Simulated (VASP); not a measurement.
Band structure of KMgF3 (cubic perovskite). These are modified Becke-Johnson potential (mBJ), VASP's PBE PAW potentials (set 64) (plane waves; VASP) values and carry that method's errors.

mBJ is a potential without an energy functional, so only the levels count.

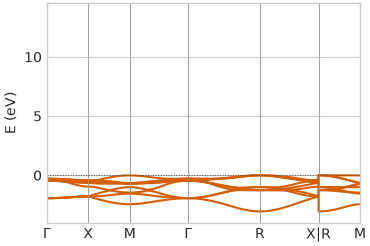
Fig. 1. Bands along high-symmetry lines, zero at the valence-band maximum or, without a gap, the Fermi level

Task: Read the plot: is there a gap, and where are the band edges?

Result: The gap is indirect, 10.51 eV, from the valence maximum at R to the conduction minimum at Γ.

Measured: gap 12.40 eV (computed value off by -1.89 eV), as given by M. Sahnoun et al., Materials Chemistry and Physics (2004), doi:10.1016/j.matchemphys.2004.11.019.

The compound is KMgF3 in the cubic perovskite structure. It was relaxed first. The cell's shape comes from a PBE relaxation.
